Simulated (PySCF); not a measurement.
**C₇H₉ClO: a changed input and its effect**

System: C₇H₉ClO.
Method of run 1: GIAO PBE0/pcSseg-1 NMR shielding, non-relativistic, IEF-PCM acetone (PySCF 2.14.0).

The geometry comes from this level: PBE0-D3(BJ)/def2-SVP. Text and figures count atoms from 1; the logs count them from 0 in places.

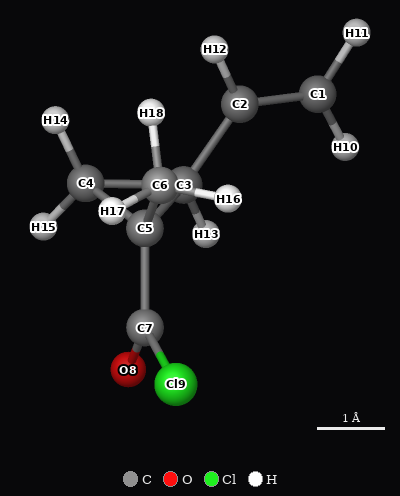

The structure (ball-and-stick view, seen at a tilt; atoms are numbered from 1 in the order of the input). Bond lengths as drawn: C–C 1.34 to 1.55 Å, C–Cl 1.79 Å, C–H 1.09 to 1.10 Å and C–O 1.19 Å.

Input, run 1:
```
{"job": {"kind": "nmr", "xc": "PBE0", "basis": "pcSseg-1", "solvent": "acetone", "pop": true}, "charge": 0, "multiplicity": 1}
C      2.148290     1.213936     0.150251
C      1.099756     0.407791    -0.031227
C      0.231649    -0.070518     1.058685
C     -0.569255    -1.320819     0.952166
C     -1.306284    -0.002483     0.915483
C     -1.925631     0.481722    -0.369177
C     -1.943009     0.347765     2.213108
O     -1.606673    -0.039454     3.284776
Cl    -3.316676     1.486832     2.073785
H      2.423686     1.580153     1.143953
H      2.770528     1.532863    -0.689360
H      0.864835     0.058966    -1.043268
H      0.579608     0.175127     2.066658
H     -0.538223    -1.872801     0.008647
H     -0.679464    -1.928251     1.852694
H     -1.882506     1.577209    -0.448734
H     -2.980197     0.177602    -0.431232
H     -1.401415     0.055073    -1.234427
```

The first line tells a small driver script what to run in PySCF; the rest is the geometry in Å.

Launched with:
```bash
OMP_NUM_THREADS=1 python <driver script> task.json out
```

Hardware: 1 CPU thread, shared host.

Output (run 1):
```
coarse grid: 15896 points
cycle   1  E = -806.7365008067  dE =  1.353e+00  |g| = 8.214e-01  |ddm| = 3.897e+00
cycle   2  E = -806.3587564528  dE =  3.777e-01  |g| = 1.650e+00  |ddm| = 1.771e+00
cycle   3  E = -806.8673177830  dE = -5.086e-01  |g| = 1.711e-01  |ddm| = 1.311e+00
cycle   4  E = -806.8736397784  dE = -6.322e-03  |g| = 6.078e-02  |ddm| = 2.064e-01
cycle   5  E = -806.8743917030  dE = -7.519e-04  |g| = 1.578e-02  |ddm| = 6.594e-02
cycle   6  E = -806.8744497658  dE = -5.806e-05  |g| = 4.210e-03  |ddm| = 1.981e-02
cycle   7  E = -806.8744535788  dE = -3.813e-06  |g| = 1.532e-03  |ddm| = 4.719e-03
final grid: 149760 points
cycle   8  E = -806.9394225808  dE = -3.958e-05  |g| = 1.291e-02  |ddm| = 4.132e-02
cycle   9  E = -806.9393596557  dE =  6.293e-05  |g| = 2.248e-02  |ddm| = 2.710e-02
cycle  10  E = -806.9394561513  dE = -9.650e-05  |g| = 2.835e-03  |ddm| = 1.781e-02
cycle  11  E = -806.9394578269  dE = -1.676e-06  |g| = 2.877e-04  |ddm| = 2.213e-03
cycle  12  E = -806.9394578416  dE = -1.472e-08  |g| = 1.148e-04  |ddm| = 3.716e-04
cycle  13  E = -806.9394578445  dE = -2.828e-09  |g| = 3.530e-05  |ddm| = 1.073e-04
cycle  14  E = -806.9394578447  dE = -2.660e-10  |g| = 1.181e-05  |ddm| = 3.780e-05
converged SCF energy = -806.9394578447

GIAO shielding tensors (ppm)
atom      isotropic    diamagn.    paramagn.     s11        s22        s33       span
  0 C       56.362     254.159    -197.796    -62.293     72.596    158.784    221.078
  1 C       38.674     254.184    -215.510    -82.535     49.566    148.991    231.526
  2 C      141.683     251.264    -109.581     99.449    144.819    180.781     81.331
  3 C      153.409     252.797     -99.389    125.819    158.841    175.567     49.748
  4 C      146.805     260.843    -114.038    113.707    128.758    197.950     84.243
  5 C      166.523     243.141     -76.618    148.976    170.350    180.243     31.268
  6 C       -5.022     249.895    -254.916   -108.159     35.165     57.929    166.088
  7 O     -180.533     398.749    -579.282   -493.681   -302.447    254.527    748.208
  8 Cl     504.160    1144.711    -640.551     84.405    494.932    933.143    848.738
  9 H       25.437      30.405      -4.968     21.465     24.672     30.175      8.710
 10 H       25.510      29.158      -3.647     22.175     24.580     29.776      7.600
 11 H       25.429      32.195      -6.766     23.069     23.137     30.083      7.014
 12 H       29.156      34.257      -5.101     23.416     29.089     34.963     11.547
 13 H       29.981      31.411      -1.430     24.683     27.571     37.689     13.006
 14 H       29.460      32.526      -3.066     24.458     26.925     36.999     12.542
 15 H       29.589      28.674       0.916     26.119     27.146     35.504      9.385
 16 H       29.348      27.670       1.679     25.177     27.477     35.390     10.213
 17 H       30.396      29.634       0.762     24.670     29.365     37.153     12.483
```

The input of run 2 differs as follows (lines with − go, lines with + come):
```diff
-"solvent": "acetone"
-"pop": true
+"solvent": "water"
+"pop": false
```

How does run 2 compare with run 1?

The total energy of run 2 is 0.31 kcal/mol lower: the change of the electrostatic solvation energy at this fixed geometry, without cavity or dispersion terms. The dipole moment goes from 4.21 to 4.27 D. Of all shieldings, the largest change is that of O8, by +1.5 ppm. The number of SCF iterations is the same.

Output (run 2):
```
coarse grid: 15896 points
cycle   1  E = -806.7374526775  dE =  1.353e+00  |g| = 8.203e-01  |ddm| = 3.896e+00
cycle   2  E = -806.3655238586  dE =  3.719e-01  |g| = 1.640e+00  |ddm| = 1.758e+00
cycle   3  E = -806.8679715128  dE = -5.024e-01  |g| = 1.694e-01  |ddm| = 1.299e+00
cycle   4  E = -806.8741580639  dE = -6.187e-03  |g| = 6.003e-02  |ddm| = 2.031e-01
cycle   5  E = -806.8748926087  dE = -7.345e-04  |g| = 1.551e-02  |ddm| = 6.485e-02
cycle   6  E = -806.8749487162  dE = -5.611e-05  |g| = 4.110e-03  |ddm| = 1.934e-02
cycle   7  E = -806.8749523439  dE = -3.628e-06  |g| = 1.496e-03  |ddm| = 4.593e-03
final grid: 149760 points
cycle   8  E = -806.9399168355  dE = -3.985e-05  |g| = 1.284e-02  |ddm| = 4.127e-02
cycle   9  E = -806.9398554834  dE =  6.135e-05  |g| = 2.226e-02  |ddm| = 2.687e-02
cycle  10  E = -806.9399501051  dE = -9.462e-05  |g| = 2.813e-03  |ddm| = 1.760e-02
cycle  11  E = -806.9399517524  dE = -1.647e-06  |g| = 2.853e-04  |ddm| = 2.193e-03
cycle  12  E = -806.9399517669  dE = -1.451e-08  |g| = 1.133e-04  |ddm| = 3.695e-04
cycle  13  E = -806.9399517697  dE = -2.759e-09  |g| = 3.468e-05  |ddm| = 1.069e-04
cycle  14  E = -806.9399517699  dE = -2.576e-10  |g| = 1.127e-05  |ddm| = 3.661e-05
converged SCF energy = -806.9399517699

GIAO shielding tensors (ppm)
atom      isotropic    diamagn.    paramagn.     s11        s22        s33       span
  0 C       56.388     254.202    -197.814    -62.239     72.542    158.861    221.099
  1 C       38.554     254.162    -215.608    -82.701     49.209    149.153    231.854
  2 C      141.612     251.282    -109.670     99.355    144.821    180.660     81.305
  3 C      153.374     252.768     -99.395    125.765    158.902    175.454     49.689
  4 C      146.657     260.842    -114.185    113.477    128.653    197.842     84.365
  5 C      166.588     243.141     -76.552    149.062    170.376    180.327     31.265
  6 C       -5.214     249.957    -255.171   -108.338     35.023     57.674    166.012
  7 O     -178.994     398.806    -577.800   -490.745   -300.704    254.467    745.212
  8 Cl     504.832    1144.710    -639.878     85.519    495.252    933.726    848.208
  9 H       25.432      30.405      -4.974     21.463     24.665     30.166      8.703
 10 H       25.502      29.155      -3.653     22.173     24.570     29.762      7.588
 11 H       25.403      32.167      -6.764     23.044     23.111     30.053      7.010
 12 H       29.150      34.260      -5.110     23.413     29.086     34.950     11.538
 13 H       29.944      31.375      -1.430     24.642     27.525     37.665     13.023
 14 H       29.462      32.532      -3.070     24.462     26.927     36.996     12.533
 15 H       29.600      28.681       0.918     26.130     27.154     35.515      9.385
 16 H       29.348      27.663       1.685     25.177     27.471     35.395     10.218
 17 H       30.366      29.601       0.765     24.633     29.328     37.137     12.504
```

The two runs side by side:

```tsv
quantity	run 1	run 2
outcome	converged	converged
total energy (hartree)	−806.939458	−806.939952
HOMO (eV)	−7.27	−7.26
LUMO (eV)	−1.19	−1.19
dipole moment (D)	4.21	4.27
shielding of C2 (ppm)	38.7	38.6
shielding of C3 (ppm)	141.7	141.6
shielding of C5 (ppm)	146.8	146.7
shielding of C6 (ppm)	166.5	166.6
shielding of C7 (ppm)	−5.0	−5.2
shielding of O8 (ppm)	−180.5	−179.0
shielding of Cl9 (ppm)	504.2	504.8
SCF iterations	14	14
basis functions	205	205
wall time (shared host)	58 s	55 s
```
